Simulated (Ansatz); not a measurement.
The calculation's input:

```
crystal:
  periodic: [false, false, false]
  atoms:
    - {symbol: C, position_ang: [2.603218, 0.971319, -0.143788]}
    - {symbol: C, position_ang: [1.560138, 0.092935, 0.526084]}
    - {symbol: C, position_ang: [0.602441, -0.596004, -0.446750]}
    - {symbol: C, position_ang: [-0.245372, 0.381019, -1.264602]}
    - {symbol: C, position_ang: [-1.302012, 1.085691, -0.423522]}
    - {symbol: C, position_ang: [-2.197759, 0.080127, 0.287312]}
    - {symbol: C, position_ang: [-1.380114, -0.899541, 1.118086]}
    - {symbol: C, position_ang: [-0.315439, -1.587182, 0.271635]}
    - {symbol: H, position_ang: [3.164932, 0.410692, -0.896979]}
    - {symbol: H, position_ang: [2.152866, 1.832508, -0.642674]}
    - {symbol: H, position_ang: [3.319860, 1.356901, 0.585090]}
    - {symbol: H, position_ang: [1.000733, 0.688085, 1.254652]}
    - {symbol: H, position_ang: [2.067232, -0.686219, 1.106721]}
    - {symbol: H, position_ang: [1.224828, -1.165423, -1.149593]}
    - {symbol: H, position_ang: [-0.749902, -0.182877, -2.058837]}
    - {symbol: H, position_ang: [0.391091, 1.112510, -1.770137]}
    - {symbol: H, position_ang: [-0.819410, 1.731879, 0.319195]}
    - {symbol: H, position_ang: [-1.901811, 1.745991, -1.057167]}
    - {symbol: H, position_ang: [-2.929292, 0.596411, 0.916316]}
    - {symbol: H, position_ang: [-2.771069, -0.479005, -0.463507]}
    - {symbol: H, position_ang: [-0.907309, -0.364246, 1.949421]}
    - {symbol: H, position_ang: [-2.034731, -1.649615, 1.572199]}
    - {symbol: H, position_ang: [0.282018, -2.264939, 0.890554]}
    - {symbol: H, position_ang: [-0.815126, -2.211008, -0.479749]}
basis:
  gaussian: {orbitals: def2-TZVPP}
hamiltonian: {xc: pbe0, dispersion: d4}
output: {orbitals: {seedname: orbitals}}
```

Command:

```sh
ansatz run in.yaml --threads 4 --pin off --events-out ev --progress --plain --max-ram 66560MiB --backend cuda --devices 0, --max-vram 37GiB
```

Geometry: PBE0-D4/def2-TZVP.

Method: RKS PBE0-D4/def2-TZVPP in Ansatz 0.2.0.

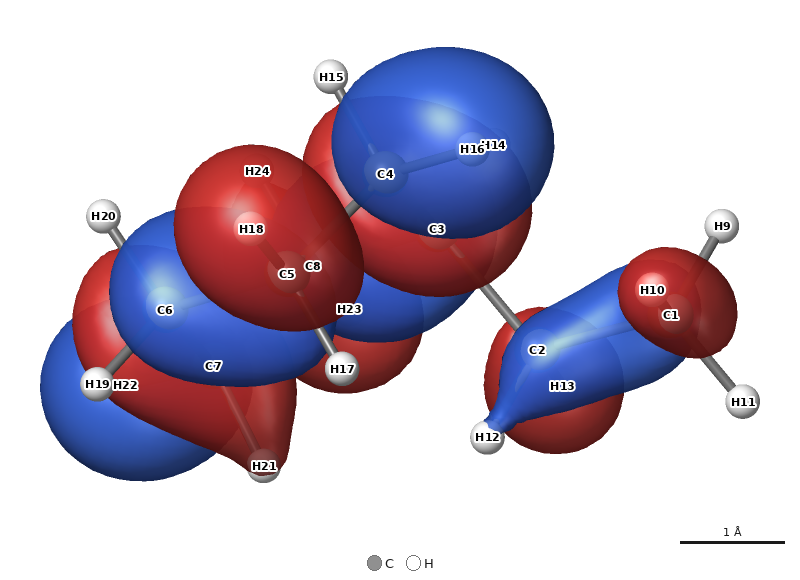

C8H16 (SMILES CCC1CCCCC1). The HOMO at ±0.08 Å⁻³ᐟ² (blue and red are the two phases), seen from one side.

Question: What is the character of this orbital?

Answer: It lies mainly on C3 (about 15 %), C4 (about 10 %), C8 (about 10 %), C5 (about 10 %), C7 (about 10 %) and C6 (about 10 %). Its energy is −8.14 eV.
